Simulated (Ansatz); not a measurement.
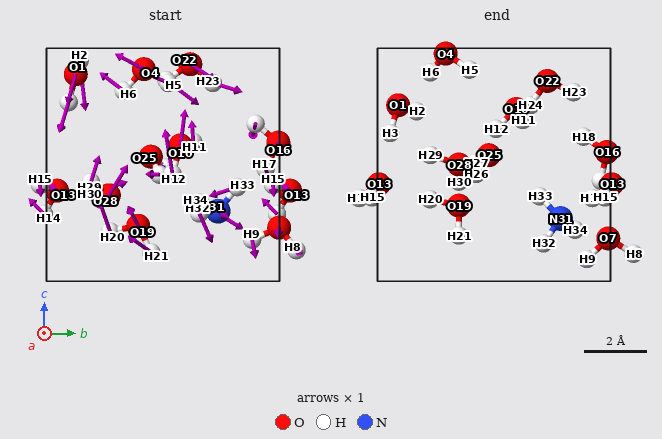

The structure of an amorphous cell of composition H23NO10 before (left) and after (right) a relaxation, at one scale. The purple arrows give the displacements, at their true length.

The picture is a ball-and-stick view of the cell of the calculation, seen along the a axis.

The cell holds 10 H2O + 1 NH3. The run prepares the start of a later molecular dynamics calculation, from a guessed geometry.

All numbers below come from DFT PBE-D3(BJ), scalar-relativistic, plane waves, PAW (Ansatz 0.2.0). Set-up: plane-wave cutoff 420 eV; k-point mesh 1 × 1 × 1; occupations fermi dirac; smearing width 0.02 eV; no spin polarisation; atoms relaxed in a fixed cell; force threshold 0.3 eV/Å; at most 15 steps.

Q: Summarise the run.

A: The relaxation stopped without meeting its thresholds, so the last structure isn't shown to be converged. It used up its limit of 15 steps. The largest move is that of H34, 1.70 Å roughly along [0 3 −2]. Largest moves by element: H 1.70 Å, O 1.24 Å, N 0.50 Å. The cell doesn't change. Some distances before and after: O13–H14 0.969 → 1.037 Å, O10–H12 0.969 → 0.998 Å, N31–H32 1.017 → 1.042 Å, O19–H21 0.969 → 0.990 Å. Bond angles that change, for instance: H33–N31–H34 106.3° → 108.9°, H32–N31–H34 106.3° → 103.9°. The energy falls by 131 meV per atom in 14 geometry steps. The largest force component goes from 1.6 to 0.64 eV/Å.

Limits of the set-up: the program's low-accuracy preset was used; the periodic images lie only 7.6 Å apart, so the values are limited by the cell's size.
